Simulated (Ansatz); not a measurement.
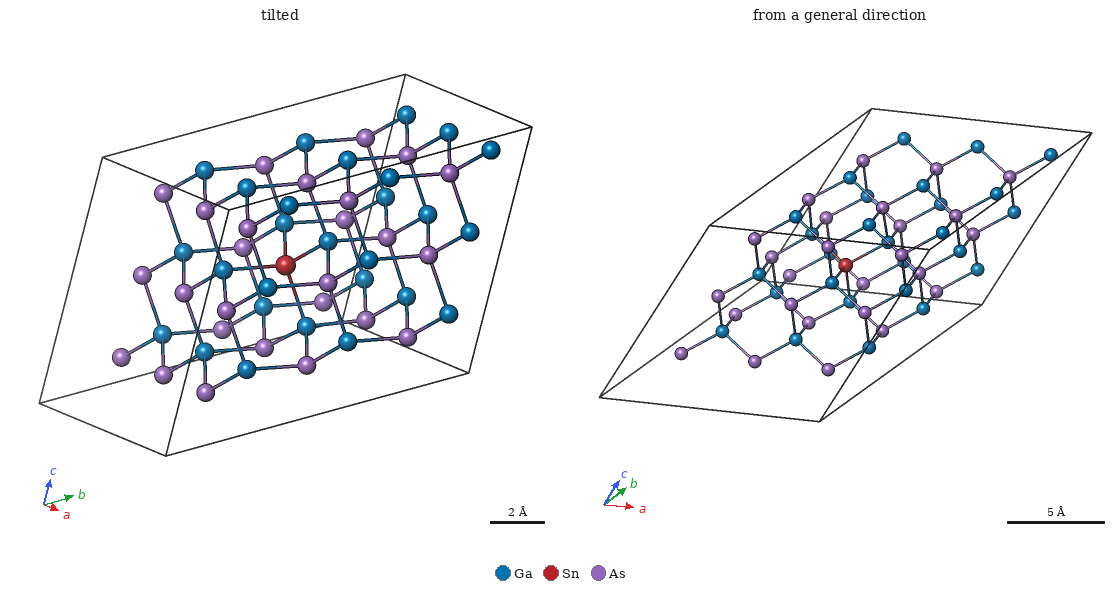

This ball-and-stick model is shown slightly off an axis and from a general direction. The lines enclose the supercell; boundary atoms appear with their images. The host is GaAs, in a cell of 54 sites, and the cell is neutral.

> Identify the point defect.

Tin on an arsenic site (a substitutional impurity). It is bonded to four Ga in a tetrahedral arrangement at about 2.5 Å.

Setup: Ansatz, DFT LDA, scalar-relativistic, plane waves, PAW; plane waves up to 420 eV, a 2×2×2 sampling of the Brillouin zone, Gaussian smearing of 0.02 eV, collinear spins.

> Is there a net moment in the defective cell?

No net moment.

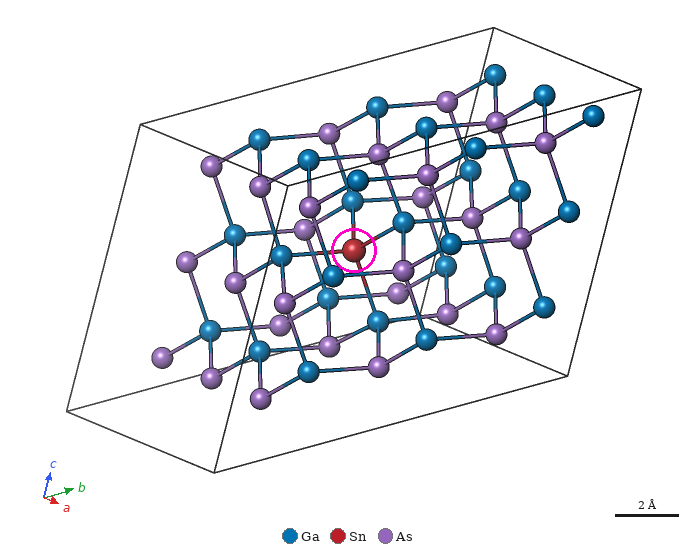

The same cell with a ring at the defect's site.

The atoms were relaxed in the host's cell with Ansatz 0.2.0, DFT LDA, scalar-relativistic, plane waves, PAW.
